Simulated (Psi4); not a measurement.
# F2 (SMILES FF): a chain of runs

We compute a geometry optimisation (PBE-D3(BJ)/def2-SVP), then the harmonic vibrations of F2. 

The calculation is run with Psi4 1.11.

**1. The system as given**

The species is F2 (2 atoms), meant as a singlet with charge 0. As SMILES, `FF`. The coordinates come from a PBE0-D4/def2-TZVP relaxation. The run starts from this shape.

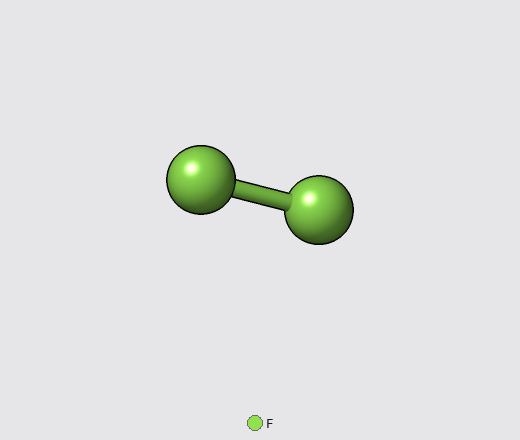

Viewed from a chosen angle; fluorine green.

**2. A geometry optimisation at PBE-D3(BJ)/def2-SVP (density fitting) (run 1)**

Input file f2.in:

```
memory 1600 MB

molecule m {
  0 1
  F     -1.10341108     0.40137783    -0.55746921
  F      1.10341108    -0.40137783     0.55746921
  units au
}

set {
  basis        def2-SVP
  geom_maxiter 60
}

e_tot, wfn = optimize('pbe-d3bj2b', return_wfn=True)
```

On the command line:

```console
$ psi4 f2.in f2.out -n 1
```

f2.out:

```text
[...]
  Running in d2h symmetry.
[...]
  Nuclear repulsion =   31.159450805153512
[...]
  Multiplicity = 1
[...]
  Nalpha       = 9
  Nbeta        = 9
[...]
    Number of basis functions: 28
[...]
   @DF-RKS iter   1:  -199.15691545540386   -1.64723e-01   1.70317e-02 DIIS/ADIIS
[...]
   @DF-RKS iter   5:  -199.16851508516706   -7.38964e-13   1.85422e-10 DIIS
[...]
    Orbital Energies [Eh]
    ---------------------
    Doubly Occupied:
       1B3u  -24.349777     1Ag   -24.349588     2Ag    -1.212303
       2B3u   -0.969943     3Ag    -0.545335     1B2u   -0.449367
       1B1u   -0.449367     1B1g   -0.324271     1B2g   -0.324271
[...]
  @DF-RKS Final Energy:  -199.16851508516706
   => Energetics <=
    Nuclear Repulsion Energy =             30.3855849971509748
    One-Electron Energy =                -338.4773296193268379
    Two-Electron Energy =                 129.5104103810008098
    DFT Exchange-Correlation Energy =     -20.5870134139957059
    Empirical Dispersion Energy =          -0.0001674299963197
    VV10 Nonlocal Energy =                  0.0000000000000000
    Total Energy =                       -199.1685150851670585
[...]
 Multipole Moments:
 ------------------------------------------------------------------------------------
     Multipole            Electronic (a.u.)      Nuclear  (a.u.)        Total (a.u.)
 ------------------------------------------------------------------------------------
 L = 1.  Multiply by 2.5417464519 to convert [e a0] to [Debye]
 Dipole X            :          0.0000000            0.0000000            0.0000000
 Dipole Y            :          0.0000000            0.0000000            0.0000000
 Dipole Z            :          0.0000000            0.0000000            0.0000000
 Magnitude           :                                                    0.0000000
[...]
  -Total Gradient:
     Atom            X                  Y                   Z
    ------   -----------------  -----------------  -----------------
       1        0.000053820158     0.000000000000     0.000000000000
       2       -0.000053820158    -0.000000000000    -0.000000000000
[...]
    Final optimized geometry and variables:
    Molecular point group: d2h
    Full point group: D_inf_h
    Geometry (in Bohr), charge = 0, multiplicity = 1:
    F           -1.332868858829    -0.000000000000     0.000000000000
    F            1.332868858829     0.000000000000     0.000000000000
    Psi4 run time: 0:00:10.13
[...]
```

Standard output:

```text
Optimizer: Optimization complete!
```

Wall time 13 s (1 thread of AMD EPYC 7R43 (Zen 3), shared host); peak memory 0.25 GiB.

Steps, from the record of the run:

| step | energy from the first frame kept (eV) | largest force (eV/Å) |
| --- | --- | --- |
| 0 | 0.0000 | 1.3372 |
| 1 | -0.0216 | 0.2663 |
| 2 | -0.0226 | 0.0268 |
| 3 | -0.0226 | 0.0028 |

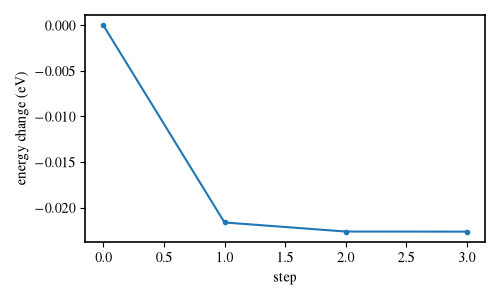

Energy along the run.

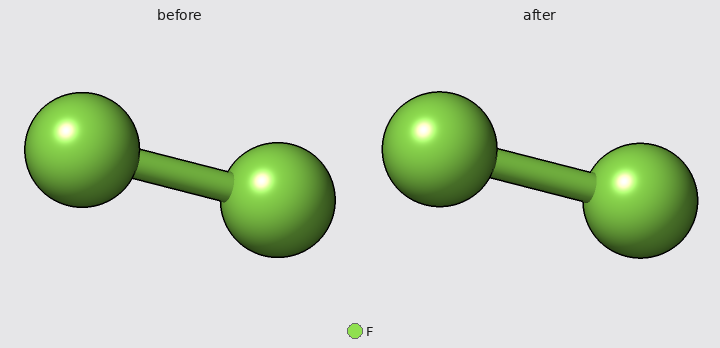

Before and after, at one scale.

After the run. Bond lengths: F1–F2 1.411 Å.

**3. The harmonic vibrations at PBE-D3(BJ)/def2-SVP (density fitting) (run 2)**

Input file f2.sdf:

```

     RDKit          3D

  2  1  0  0  0  0  0  0  0  0999 V2000
   -0.5988    0.2178   -0.3025 F   0  0  0  0  0  0  0  0  0  0  0  0
    0.5988   -0.2178    0.3025 F   0  0  0  0  0  0  0  0  0  0  0  0
  2  1  1  0
M  END
$$$$
```

Input file run.py:

```python
import psi4
from rdkit import Chem

psi4.set_memory(1600000000)
psi4.set_num_threads(1)
psi4.core.set_output_file('f2.out', False)

rd = Chem.SDMolSupplier('f2.sdf', removeHs=False, sanitize=False)[0]
xyz = rd.GetConformer().GetPositions()
atoms = '\n'.join(f'{a.GetSymbol()} {x:.4f} {y:.4f} {z:.4f}' for a, (x, y, z) in zip(rd.GetAtoms(), xyz))
m = psi4.geometry('0 1\n' + atoms + '')

psi4.set_options({
    'basis': 'def2-SVP',
    't': 700.0,
    'rotational_symmetry_number': 2,
})

result, w = psi4.frequencies("pbe-d3bj", return_wfn=True)
print(f'total energy {result:.8f} hartree = {result * 27.211386:.5f} eV')
print('wavenumbers / cm^-1:', w.frequencies().np.round(1))
for k, v in sorted(psi4.core.scalar_variables().items()):
    print(f'{k:45s} {v:18.10f}')
```

On the command line:

```console
$ python run.py
```

f2.out:

```text
[...]
  Running in d2h symmetry.
[...]
  Nuclear repulsion =   30.384887744876000
[...]
  Multiplicity = 1
[...]
  Nalpha       = 9
  Nbeta        = 9
[...]
    Number of basis functions: 28
[...]
   @DF-RKS iter   1:  -199.15871197745685   -2.04418e-01   1.62050e-02 ADIIS/DIIS
[...]
  Running in c2h symmetry.
[...]
   @DF-RKS iter   6:  -199.16851508735553   -1.94746e-10   8.63352e-09 DIIS
[...]
    Orbital Energies [Eh]
    ---------------------
    Doubly Occupied:
       1Bu   -24.349779     1Ag   -24.349590     2Ag    -1.212286
       2Bu    -0.969950     3Ag    -0.545330     1Au    -0.449361
       3Bu    -0.449361     4Ag    -0.324276     1Bg    -0.324276
[...]
  @DF-RKS Final Energy:  -199.16851508735553
   => Energetics <=
    Nuclear Repulsion Energy =             30.3848821185400624
    One-Electron Energy =                -338.4759600517794524
    Two-Electron Energy =                 129.5097276265795472
    DFT Exchange-Correlation Energy =     -20.5869973506731405
    Empirical Dispersion Energy =          -0.0001674300225732
    VV10 Nonlocal Energy =                  0.0000000000000000
    Total Energy =                       -199.1685150873555301
[...]
 Multipole Moments:
 ------------------------------------------------------------------------------------
     Multipole            Electronic (a.u.)      Nuclear  (a.u.)        Total (a.u.)
 ------------------------------------------------------------------------------------
 L = 1.  Multiply by 2.5417464519 to convert [e a0] to [Debye]
 Dipole X            :          0.0000000            0.0000000            0.0000000
 Dipole Y            :          0.0000000            0.0000000            0.0000000
 Dipole Z            :          0.0000000            0.0000000            0.0000000
 Magnitude           :                                                    0.0000000
[...]
  -Total Gradient:
     Atom            X                  Y                   Z
    ------   -----------------  -----------------  -----------------
       1        0.000032150721     0.000000000000     0.000000019565
       2       -0.000032150721     0.000000000000    -0.000000019565
[...]
  ==> Harmonic Vibrational Analysis <==
[...]
  Freq [cm^-1]                 988.6467
[...]
  IR activ [km/mol]             0.0000
[...]
  Total E_0, Enthalpy at 0 [K]                                                         -199.16626278 [Eh]
[...]
  Total H, Enthalpy at  700.00 [K]                                                     -199.15782465 [Eh]
[...]
  Total G, Gibbs energy at  700.00 [K]                                                 -199.21928400 [Eh]
[...]
```

The script printed:

```text
total energy -199.16851509 hartree = -5419.65134 eV
wavenumbers / cm^-1: [988.6]
CURRENT ENERGY                                   -199.1685150874
CURRENT REFERENCE ENERGY                         -199.1685150874
DD SOLVATION ENERGY                                 0.0000000000
DFT FUNCTIONAL TOTAL ENERGY                      -199.1683476573
DFT TOTAL ENERGY                                 -199.1685150874
DFT VV10 ENERGY                                     0.0000000000
DFT XC ENERGY                                     -20.5869974905
DISPERSION CORRECTION ENERGY                       -0.0001674300
ENTHALPY                                         -199.1578246498
ENTHALPY CORRECTION                                 0.0106904376
FINDIF NUMBER                                       5.0000000000
GIBBS FREE ENERGY                                -199.2192839963
GIBBS FREE ENERGY CORRECTION                       -0.0507689090
GRID ELECTRONS ALPHA                                9.0000020387
GRID ELECTRONS BETA                                 9.0000020387
GRID ELECTRONS TOTAL                               18.0000040775
NUCLEAR REPULSION ENERGY                           30.3848877449
ONE-ELECTRON ENERGY                              -338.4759711003
PBE-D3(BJ) DISPERSION CORRECTION ENERGY            -0.0001674300
PCM POLARIZATION ENERGY                             0.0000000000
PE ENERGY                                           0.0000000000
SCF ITERATION ENERGY                             -199.1685150874
SCF ITERATIONS                                      7.0000000000
SCF TOTAL ENERGY                                 -199.1685150874
THERMAL ENERGY                                   -199.1600414171
THERMAL ENERGY CORRECTION                           0.0084736702
TWO-ELECTRON ENERGY                               129.5097331886
ZERO K ENTHALPY                                  -199.1662627844
ZPVE                                                0.0022523030
```

Run time: 13 s. Hardware: 1 thread of AMD EPYC 7R43 (Zen 3), shared host; peak memory 0.27 GiB.

**4. Summary of results**

```
                                                                          quantity             value
                               run 1, PBE-D3(BJ)/def2-SVP: total energy at the end     -199.16852 Eh
                                         run 1, PBE-D3(BJ)/def2-SVP: dipole moment            0.00 D
                                           run 1, PBE-D3(BJ)/def2-SVP: HOMO energy          -8.82 eV
                                           run 1, PBE-D3(BJ)/def2-SVP: LUMO energy          -5.15 eV
                                         run 1, PBE-D3(BJ)/def2-SVP: HOMO–LUMO gap           3.67 eV
                                           run 1, PBE-D3(BJ)/def2-SVP: bond length           1.411 Å
                                     run 1, PBE-D3(BJ)/def2-SVP: dispersion energy      -0.44 kJ/mol
                                   run 2, PBE-D3(BJ)/def2-SVP: harmonic wavenumber          989 cm⁻¹
                                     run 2, PBE-D3(BJ)/def2-SVP: zero-point energy        5.9 kJ/mol
run 2, PBE-D3(BJ)/def2-SVP: ideal-gas entropy at 700 K (symmetry number 2 as used)  55.1 cal/(mol K)
```

**Reading.** The optimisation (run 1, PBE-D3(BJ)/def2-SVP) took 4 steps and changed the energy by -0.023 eV. The one mode (run 2, PBE-D3(BJ)/def2-SVP) is real, so the shape is a minimum at this level.
